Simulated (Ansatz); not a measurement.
Bond-angle distributions (per cent of the angles at each element, bins of 10°) of a relaxed model of amorphous Ga₂₀La₈S₄₂ at 3.85 g/cm³. All values below come from PBE-D3(BJ), scalar-relativistic without spin-orbit coupling (plane waves to 420 eV, PAW; Ansatz, a quantum-chemistry and plane-wave program).

The cell was made by melting and quenching with the CHGNet potential and then relaxed with DFT. The hot cell started wider than the set density and was brought back towards it in steps. It is the lowest in DFT energy of 3 quenches. It is a model cell: composition and starting density were chosen by hand, and all elements were melted together. The geometry includes D3(BJ) dispersion. Its density started from a set value of 3.31 and ended at 3.85 g/cm³. The simulated quench (nominally 66 K/ps over its main leg) is rapid and tends to freeze in more defects than a deposited or slowly cooled glass has. A cell of this size samples the disorder only roughly. Volume and shape were free in the relaxation.

Bonds are counted up to Ga-Ga 2.93 Å, Ga-La 4.06 Å, Ga-S 2.70 Å, La-La 5.12 Å, La-S 3.40 Å, S-S 2.39 Å.

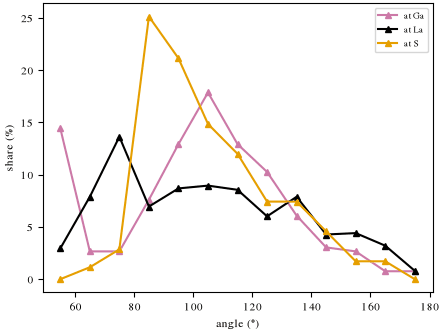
Bond-angle distributions

They go with these counts of neighbours within the cut-offs, cation contacts included: Ga mean 5.5, most often 5; La mean 14.1, most often 14; S mean 3.4, most often 3.
